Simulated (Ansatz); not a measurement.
The calculation's input:

```
basis:
  gaussian: {orbitals: def2-TZVPD}
crystal:
  periodic: [false, false, false]
  atoms:
    - {symbol: Al, position_ang: [-2.570483, -0.855328, 0.051776]}
    - {symbol: Al, position_ang: [-2.602477, 1.546490, 1.096831]}
    - {symbol: O, position_ang: [-2.228906, -0.083331, 1.571006]}
    - {symbol: Se, position_ang: [-3.201083, 1.080259, -1.133002]}
    - {symbol: H, position_ang: [-2.465973, -2.370128, -0.326348]}
    - {symbol: H, position_ang: [-2.535608, 2.857617, 1.948295]}
hamiltonian: {xc: pbe0}
output: {forces: true, orbitals: {seedname: orbitals}}
```

Command:

```sh
ansatz run input.yaml --threads 2 --pin off --max-ram 4350MiB --events-out events.jsonl --progress --plain --runs-dir runs
```

Geometry: B3LYP-D3(BJ)/6-311G**.

Level of theory: Ansatz, isolated molecule in a Gaussian basis; Kohn-Sham density functional theory, functional PBE0.

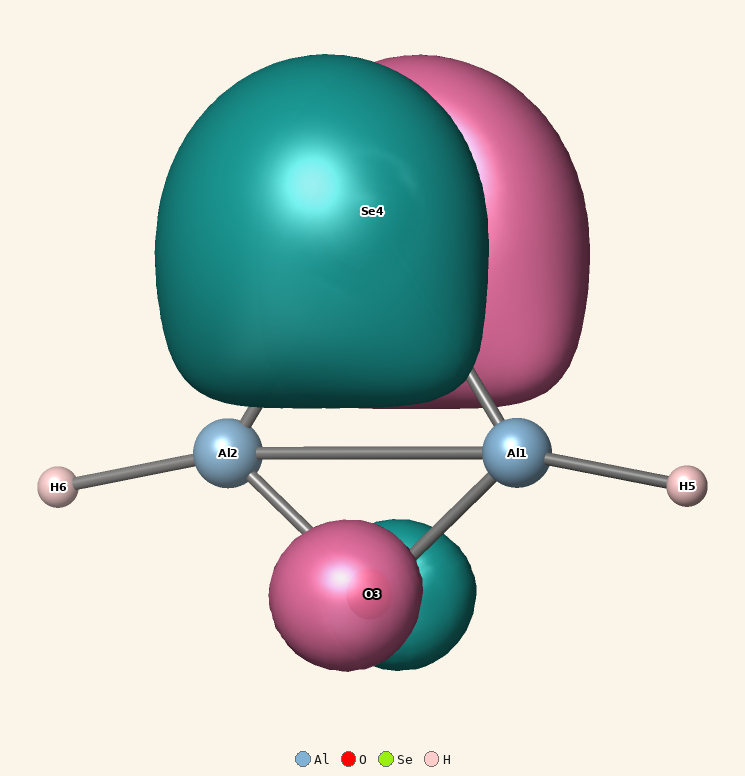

Al2H2OSe. The HOMO at ±0.1 Å⁻³ᐟ² (teal and pink are the two phases), seen at a tilt.

> What is the character of this orbital?

It lies mainly on Se4 (about 75 %) and O3 (about 10 %); it changes sign across the molecular plane (π type); π-bonding across Al1–Al2; π-antibonding (a node) across Al1–O3 and Al2–O3. Its energy is −7.25 eV.
